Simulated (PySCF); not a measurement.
Mean static polarisability of neutral lead ([Xe] 4f¹⁴ 5d¹⁰ 6s² 6p²). Finite fields; PySCF, def2-TZVPPD with a 60-electron core potential, unrestricted single determinants, no spin-orbit coupling. 18 core electrons frozen.

By method:

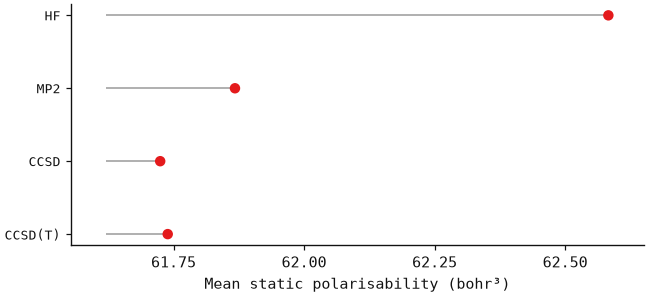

| Method | Mean static polarisability (bohr³) |
| --- | --- |
| HF | 62.583 |
| MP2 | 61.868 |
| CCSD | 61.724 |
| CCSD(T) | 61.739 |

The values run from 61.724 bohr³ (CCSD) to 62.583 bohr³ (HF). The recommended value is 47.0 ± 3 bohr³, off the plot; all methods lie above it by about 15 bohr³, far more than they differ, so the miss comes from what they share.

Limits of the model: close to jj coupling, the high-spin determinant is a model state.
